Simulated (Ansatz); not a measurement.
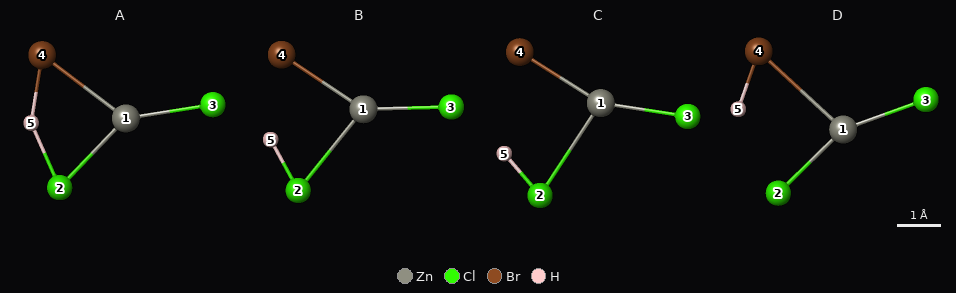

4 geometries from a converged minimum-energy path of ZnHBrCl$_{2}$, shuffled. A ball-and-stick model, seen at a tilt.

Computed with Ansatz, RKS PBE0-D4/def2-SVP. Set-up: 7 movable images; climbing image; force threshold 0.05 eV/Å; iteration limit 60; starting path through a guess of the saddle point.

Question: Which of them lies highest in energy?

Answer: A. In order along the path, whose images run from 0 to 8: D (image 1, +0.013 eV), A (image 3, +0.114 eV), B (image 5, −0.060 eV), C (image 7, −0.177 eV). A hydrogen atom shifts from one atom to another. Breaking: Br4–H5 (1.44 → 1.64 at the top → 2.67 Å). Forming: Cl2–H5 (2.48 → 1.68 at the top → 1.30 Å).
